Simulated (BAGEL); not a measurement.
# BGePH5 (SMILES [BH][PH][GeH3]): UHF/6-31G(d) (density fitting with qzvpp-jkfit, spherical functions)

Aim: the vertical ionisation energy of BGePH5 at UHF/6-31G* (density fitting with qzvpp-jkfit, spherical functions), from 2 runs. 

The results are computed with BAGEL 1.2.2.

## Step 1: The system as given

The species is BGePH5 (8 atoms), meant as a doublet with charge 0. SMILES: `[BH][PH][GeH3]`. The shape comes from GFN2-xTB, which is rough for such elements, and wasn't checked as a minimum. This is one conformer, not always the lowest.

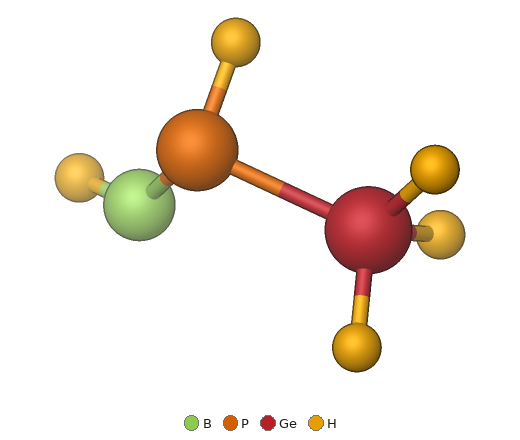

Viewed from a chosen angle; boron green, phosphorus orange, germanium red, hydrogen amber.

## Step 2: A single-point energy at UHF/6-31G(d) (density fitting with qzvpp-jkfit, spherical functions)

The input, job.json:

```json
{ "bagel": [

{
  "title": "molecule",
  "basis": "6-31gs.json",
  "df_basis": "qzvpp-jkfit",
  "angstrom": "true",
  "geometry": [
    { "atom": "B", "xyz": [      -1.184220,       0.318540,      -1.662470 ] },
    { "atom": "P", "xyz": [      -0.231050,       1.114170,      -0.393720 ] },
    { "atom": "Ge", "xyz": [       0.333610,      -0.515640,       1.121660 ] },
    { "atom": "H", "xyz": [      -1.387870,       0.431820,      -2.794570 ] },
    { "atom": "H", "xyz": [       1.069980,       1.354240,      -0.851000 ] },
    { "atom": "H", "xyz": [       1.405770,      -0.016940,       2.050550 ] },
    { "atom": "H", "xyz": [       0.846320,      -1.817220,       0.559260 ] },
    { "atom": "H", "xyz": [      -0.852540,      -0.868970,       1.970290 ] }
  ]
},

{ "title": "uhf", "charge": 0, "nopen": 1 },

{ "title": "print", "file": "orbitals.molden", "orbitals": "true" }

]}
```

The basis set 6-31G* is read from a file made from the Basis Set Exchange's data (not shown).

The run is started by

```
BAGEL_NUM_THREADS=1 BAGEL job.json > job.out
```

The program printed:

```text
* using 1 threads per process

  ===============================================================
  ===============================================================

  *** Geometry ***

  { "atom" : "B", "xyz" : [     -2.237851,      0.601953,     -3.141613 ] },
  { "atom" : "P", "xyz" : [     -0.436621,      2.105476,     -0.744023 ] },
  { "atom" : "Ge", "xyz" : [      0.630432,     -0.974418,      2.119630 ] },
  { "atom" : "H", "xyz" : [     -2.622694,      0.816022,     -5.280972 ] },
  { "atom" : "H", "xyz" : [      2.021969,      2.559143,     -1.608157 ] },
  { "atom" : "H", "xyz" : [      2.656520,     -0.032012,      3.874978 ] },
  { "atom" : "H", "xyz" : [      1.599313,     -3.434048,      1.056848 ] },
  { "atom" : "H", "xyz" : [     -1.611067,     -1.642115,      3.723308 ] },

  Number of auxiliary basis functions:      559

  Since a DF basis is specified, we compute 2- and 3-index integrals:
    o Being stored without compression. Storage requirement is 0.024 GB

  Number of basis functions:       74
  Number of electrons      :       57

    * METHOD: MOLECULE                             0.36

  *** Open-shell HF ***

  === Nuclear Repulsion ===
   225.3676735876

      * DIIS with orbital gradients will be used.

  === UHF iteration (6-31gs.json) ===
      0      -2443.23659654          0.01628200           0.22
      1      -2443.29344113          0.00579060           0.21
      2      -2443.30148698          0.00252734           0.21
      3      -2443.30308831          0.00127308           0.21
      4      -2443.30364994          0.00035123           0.21
      5      -2443.30373568          0.00014522           0.21
      6      -2443.30377035          0.00003341           0.22
      7      -2443.30377717          0.00002122           0.21
      8      -2443.30378184          0.00001378           0.21
      9      -2443.30378430          0.00000871           0.21
     10      -2443.30378510          0.00000343           0.21
     11      -2443.30378511          0.00000200           0.21
     12      -2443.30378512          0.00000138           0.21
     13      -2443.30378513          0.00000076           0.21
     14      -2443.30378515          0.00000041           0.21
     15      -2443.30378515          0.00000027           0.21
     16      -2443.30378515          0.00000016           0.21
     17      -2443.30378515          0.00000009           0.21
     18      -2443.30378515          0.00000006           0.22
     19      -2443.30378515          0.00000004           0.21
     20      -2443.30378515          0.00000002           0.21
     21      -2443.30378515          0.00000001           0.21
     22      -2443.30378515          0.00000001           0.21
    * SCF iteration converged.

    * S^2 (UHF) is 0.7610

    * Permanent dipole moment:
           (   -0.320060,     0.125466,     0.107125) a.u.

    * METHOD: UHF                                  5.21

    * METHOD: PRINT                                0.01

  ===============================================================
```

It took 6 s on 1 thread of Arm Neoverse V2, shared host; peak memory 0.13 GiB.

## Step 3: The singlet cation, same level

The input, calc.json:

```json
{ "bagel": [

{
  "title": "molecule",
  "basis": "6-31gs.json",
  "df_basis": "qzvpp-jkfit",
  "angstrom": true,
  "geometry": [
    { "atom": "B", "xyz": [      -1.184220,       0.318540,      -1.662470 ] },
    { "atom": "P", "xyz": [      -0.231050,       1.114170,      -0.393720 ] },
    { "atom": "Ge", "xyz": [       0.333610,      -0.515640,       1.121660 ] },
    { "atom": "H", "xyz": [      -1.387870,       0.431820,      -2.794570 ] },
    { "atom": "H", "xyz": [       1.069980,       1.354240,      -0.851000 ] },
    { "atom": "H", "xyz": [       1.405770,      -0.016940,       2.050550 ] },
    { "atom": "H", "xyz": [       0.846320,      -1.817220,       0.559260 ] },
    { "atom": "H", "xyz": [      -0.852540,      -0.868970,       1.970290 ] }
  ]
},

{ "title": "hf", "charge": 1 },

{ "title": "print", "file": "orbitals.molden", "orbitals": true }

]}
```

The basis set 6-31G* is read from a file made from the Basis Set Exchange's data (not shown).

The run is started by

```
BAGEL_NUM_THREADS=1 BAGEL calc.json > calc.out
```

The program printed:

```text
* using 1 threads per process

  ===============================================================
  ===============================================================

  *** Geometry ***

  { "atom" : "B", "xyz" : [     -2.237851,      0.601953,     -3.141613 ] },
  { "atom" : "P", "xyz" : [     -0.436621,      2.105476,     -0.744023 ] },
  { "atom" : "Ge", "xyz" : [      0.630432,     -0.974418,      2.119630 ] },
  { "atom" : "H", "xyz" : [     -2.622694,      0.816022,     -5.280972 ] },
  { "atom" : "H", "xyz" : [      2.021969,      2.559143,     -1.608157 ] },
  { "atom" : "H", "xyz" : [      2.656520,     -0.032012,      3.874978 ] },
  { "atom" : "H", "xyz" : [      1.599313,     -3.434048,      1.056848 ] },
  { "atom" : "H", "xyz" : [     -1.611067,     -1.642115,      3.723308 ] },

  Number of auxiliary basis functions:      559

  Since a DF basis is specified, we compute 2- and 3-index integrals:
    o Being stored without compression. Storage requirement is 0.024 GB

  Number of basis functions:       74
  Number of electrons      :       57

    * METHOD: MOLECULE                             0.37

  *** RHF ***

  === Nuclear Repulsion ===
   225.3676735876

      * DIIS with orbital gradients will be used.

  === RHF iteration (6-31gs.json) ===
      0      -2442.95669423          0.00934544           0.11
      1      -2443.02263741          0.00319527           0.11
      2      -2443.02841364          0.00122553           0.11
      3      -2443.02935759          0.00031348           0.11
      4      -2443.02944318          0.00013163           0.10
      5      -2443.02946423          0.00005387           0.11
      6      -2443.02946869          0.00002504           0.11
      7      -2443.02946976          0.00001074           0.10
      8      -2443.02946999          0.00000409           0.11
      9      -2443.02947002          0.00000187           0.10
     10      -2443.02947003          0.00000083           0.10
     11      -2443.02947003          0.00000038           0.10
     12      -2443.02947003          0.00000017           0.10
     13      -2443.02947003          0.00000008           0.10
     14      -2443.02947003          0.00000003           0.10
     15      -2443.02947003          0.00000002           0.10
     16      -2443.02947003          0.00000001           0.11
    * SCF iteration converged.

    * Permanent dipole moment:
           (    1.071406,    -0.443824,     2.351347) a.u.

    * METHOD: HF                                   2.09

    * METHOD: PRINT                                0.01

  ===============================================================
```

It took 2.6 s on 1 thread of Arm Neoverse V2, shared host; peak memory 0.13 GiB.

## Step 4: Results

At UHF/6-31G* (density fitting with qzvpp-jkfit, spherical functions):

```
                                          quantity           value
                      doublet BGePH5: total energy  -2443.30379 Eh
                     doublet BGePH5: dipole moment          0.92 D
                              doublet BGePH5: ⟨S²⟩           0.761
                      singlet cation: total energy  -2443.02947 Eh
                       singlet cation: HOMO energy       -15.86 eV
                       singlet cation: LUMO energy        -6.03 eV
                     singlet cation: HOMO–LUMO gap         9.83 eV
vertical ionisation energy (to the singlet cation)        7.464 eV
```

The vertical ionisation energy comes to 7.46 eV (172 kcal/mol).
